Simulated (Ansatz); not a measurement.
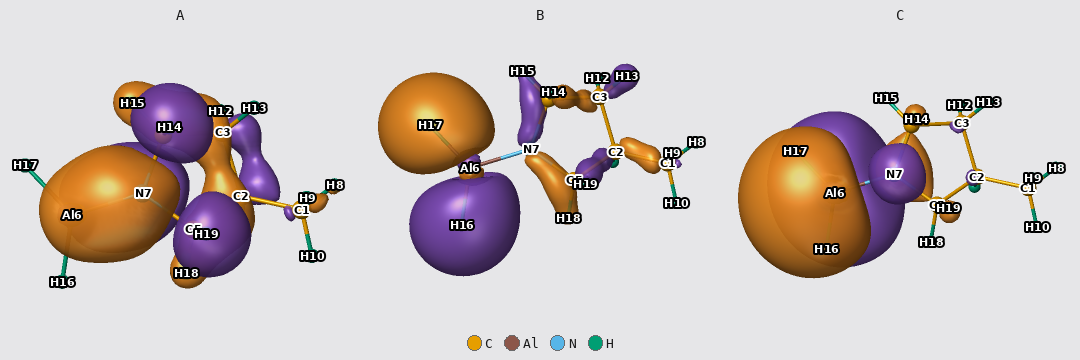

Figure 1: C5H12AlN. Three frontier orbitals at ±0.06 Å⁻³ᐟ² (orange and purple are the two phases), in no order.

Geometry: PBE-D3(BJ)/def2-SVP.

Computed with isolated molecule in a Gaussian basis; Kohn-Sham density functional theory, functional PBE0 in Ansatz.

The calculation's input:

```
crystal:
  periodic: [false, false, false]
  atoms:
    - symbol: C
      position_ang: [-2.096095, 1.271910, -1.806411]
    - symbol: C
      position_ang: [-1.273881, 1.335701, -0.521231]
    - symbol: C
      position_ang: [-1.006537, 2.776428, 0.011741]
    - symbol: C
      position_ang: [0.521974, 2.827928, 0.267672]
    - symbol: C
      position_ang: [0.151337, 0.742870, -0.655438]
    - symbol: Al
      position_ang: [2.029637, 0.689910, 1.583891]
    - symbol: "N"
      position_ang: [0.938233, 1.428383, 0.362757]
    - symbol: H
      position_ang: [-3.109473, 1.698838, -1.663430]
    - symbol: H
      position_ang: [-1.603023, 1.843312, -2.621468]
    - symbol: H
      position_ang: [-2.221349, 0.226843, -2.158183]
    - symbol: H
      position_ang: [-1.799348, 0.760741, 0.270920]
    - symbol: H
      position_ang: [-1.575664, 2.964319, 0.943622]
    - symbol: H
      position_ang: [-1.317803, 3.547553, -0.722289]
    - symbol: H
      position_ang: [1.026001, 3.322483, -0.598195]
    - symbol: H
      position_ang: [0.804474, 3.397459, 1.176061]
    - symbol: H
      position_ang: [2.246863, -0.890592, 1.500760]
    - symbol: H
      position_ang: [2.690743, 1.673631, 2.655052]
    - symbol: H
      position_ang: [0.184640, -0.358676, -0.529962]
    - symbol: H
      position_ang: [0.543948, 0.972236, -1.679256]
basis:
  gaussian: {orbitals: def2-SVPD}
hamiltonian: {xc: pbe0}
output: {forces: true, orbitals: {seedname: orbitals}}
```

Launched as:

```sh
ansatz run input.yaml --threads 4 --pin off --max-ram 7830MiB --events-out events.jsonl --progress --plain --runs-dir runs
```

> Which picture is the HOMO−1, the HOMO and the LUMO?

B is the HOMO−1 (−8.28 eV). By Hirshfeld shares it lies mainly on Al6 (about 35 %), H17 (about 30 %) and H16 (about 30 %). A is the HOMO (−6.44 eV). By Hirshfeld shares it lies mainly on N7 (about 50 %), Al6 (about 15 %), C4 (about 5 %) and C5 (about 5 %). C is the LUMO (−0.77 eV). Its weight (Hirshfeld) is mainly on Al6 (about 75 %) and N7 (about 10 %).

> What is the HOMO–LUMO gap?

5.67 eV between the orbital energies.
